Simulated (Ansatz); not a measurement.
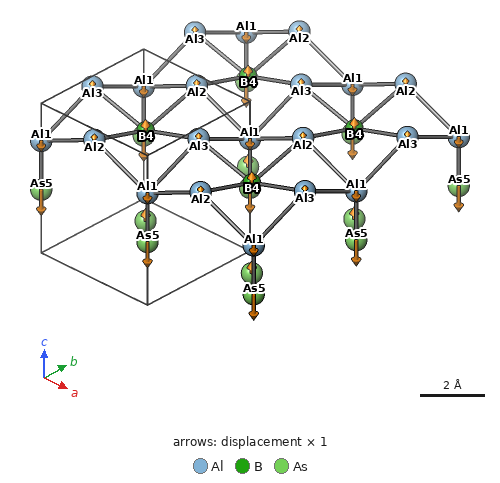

A relaxation of solid Al3BAs2 (a generated structure, set up in P4mm) (coarse preliminary run). The starting structure is drawn; orange arrows show the displacements (the part carried along by the change of the cell is left out), at their true length.

A ball-and-stick model of the cell of the calculation, repeated 2 × 2 × 1 with one cell outlined, seen from a free direction.

These are results of DFT PBE, scalar-relativistic, plane waves, PAW in Ansatz, not measurements. Settings: plane-wave cutoff 420 eV; k-point mesh 4 × 4 × 4; occupations gaussian; smearing width 0.1 eV; no spin polarisation; cell and atoms relaxed; force threshold 0.04 eV/Å; at most 70 steps.

What happened in the run?

The largest move relative to the cell is that of an As atom, 0.98 Å along −c. By element the largest moves are As 0.98 Å, B 0.43 Å, Al 0.43 Å. The drawn cell changes as follows: a = b 4.649 → 4.298 Å (−7.6 %), c 5.477 → 5.932 Å (+8.3 %); the volume changes by −7.4 %. Some distances before and after: Al–As 3.559 → 2.739 Å, Al–As 1.790 → 2.491 Å, As–As 3.491 → 3.045 Å, Al–Al 2.527 → 2.767 Å. Among the angles between lasting bonds that change: Al–Al–Al 133.8° → 101.9°, As–Al–As 113.6° → 97.4°, Al–As–Al 113.6° → 97.4°. The space group stays P4mm (No. 99). Over 9 accepted moves (10 points after the start) the energy falls by 975 meV per atom. The largest force component goes from 18 to 0.009 eV/Å. Pressure: 13.37 GPa at the start and 0.03 GPa at the end. The SCF was repeated once at an unchanged geometry on a basis and grid sized afresh for the cell, which shifted the energy by 0.1 meV per atom at most.
